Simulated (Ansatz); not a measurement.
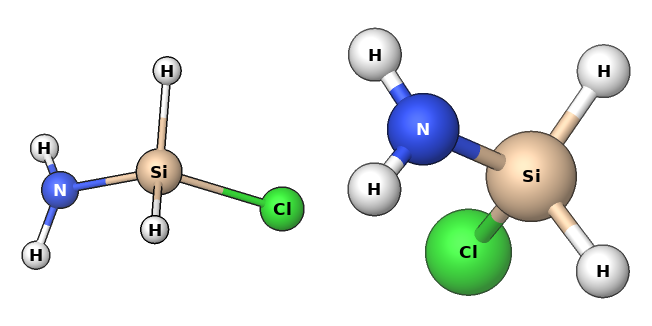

Both panels show the same species.

Computed geometry: PBE0-D4/def2-TZVP optimisation.

What is the molecular formula?

ClH₄NSi, 7 atoms: 1 chlorine, 4 hydrogen, 1 nitrogen and 1 silicon.

Give the symmetry (Schoenflies symbol).

Cs.

Count the bonded pairs by element.

2 Si–H, 2 N–H, 1 N–Si, 1 Cl–Si. Sticks follow a distance rule.

The parts below concern this one geometry. Atoms keep their numbers from picture to picture.

Vibrations

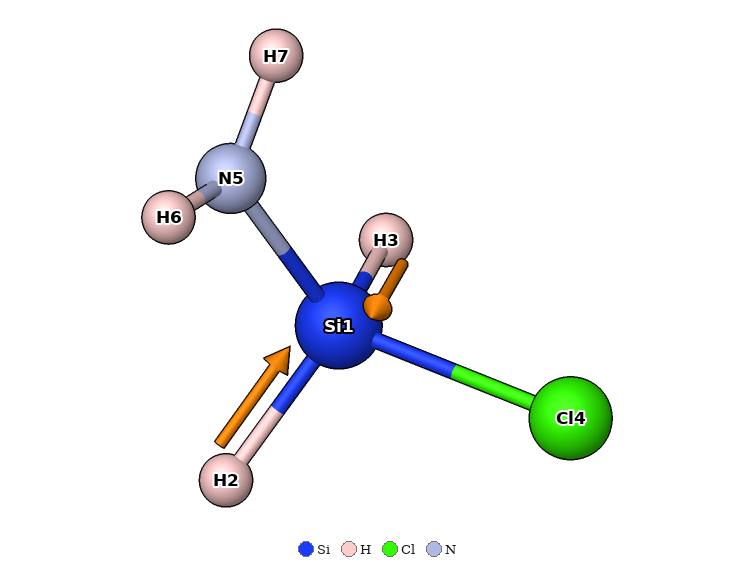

The arrows show one normal mode. Harmonic vibrations computed with RKS PBE0-D4/def2-TZVP (Ansatz 0.2.0) at a stationary point of the same level.

Describe the motion.

Mostly in-phase stretching of 2 Si–H bonds.

At what wavenumber does it lie?

2261 cm⁻¹; it is mode 12 of 15 counted from the lowest.

Dipole moment

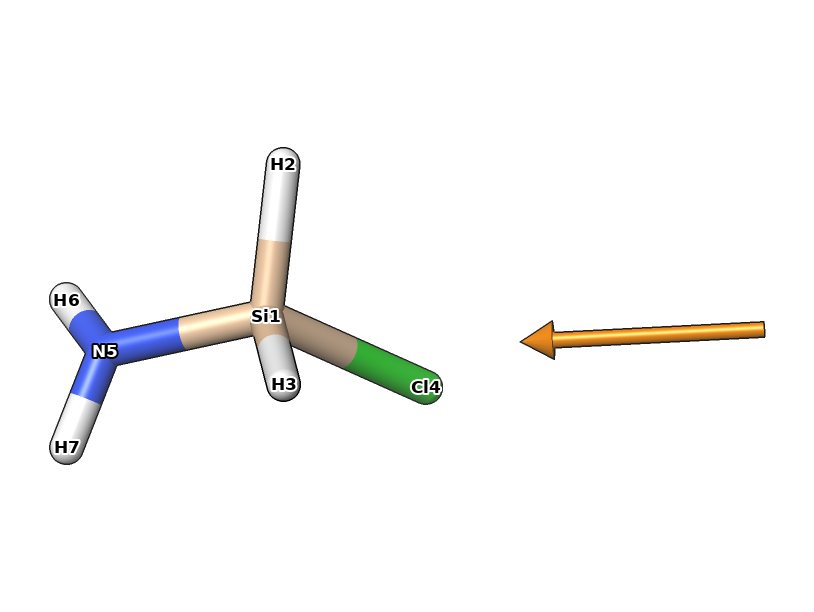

The arrow beside the molecule shows the direction of the dipole moment, from the negative to the positive end (its length means nothing). Method: RKS PBE0-D4/def2-TZVP (Ansatz 0.2.0).

How large is the dipole moment?

2.02 D; it points from the side of Cl4 to the side of H6, H7 (the outermost atoms at the two ends).

Thermal motion

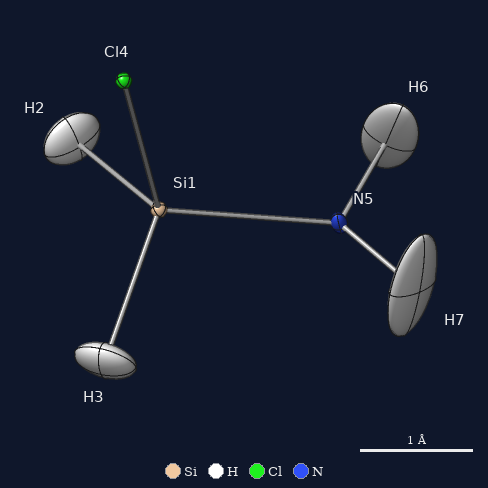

Displacement ellipsoids at the 50 % level, from the internal vibrations of the free molecule (harmonic, no overall translation or rotation; no half-axis is drawn under 0.075 Å). Vibrations computed with RKS PBE0-D4/def2-TZVP (Ansatz 0.2.0). Temperature: 600 K.

Which atom has the largest mean-square displacement?

H6, H7, with U_eq = 0.0638 Å².

Does H6 move more along its bond or across it?

Across it: the root-mean-square amplitude is 0.071 Å along the bond and up to 0.399 Å across, since bending and torsion are softer than stretching.

List U_eq and the three principal root-mean-square amplitudes for each kind of atom.

| atom | U_eq (Å²) | rms amplitudes (Å) |
| --- | --- | --- |
| Si1 | 0.0013 | 0.021, 0.029, 0.051 |
| H2, H3 | 0.0241 | 0.089, 0.172, 0.187 |
| Cl4 | 0.00088 | 0.010, 0.021, 0.046 |
| N5 | 0.0032 | 0.025, 0.032, 0.089 |
| H6, H7 | 0.0638 | 0.069, 0.165, 0.399 |
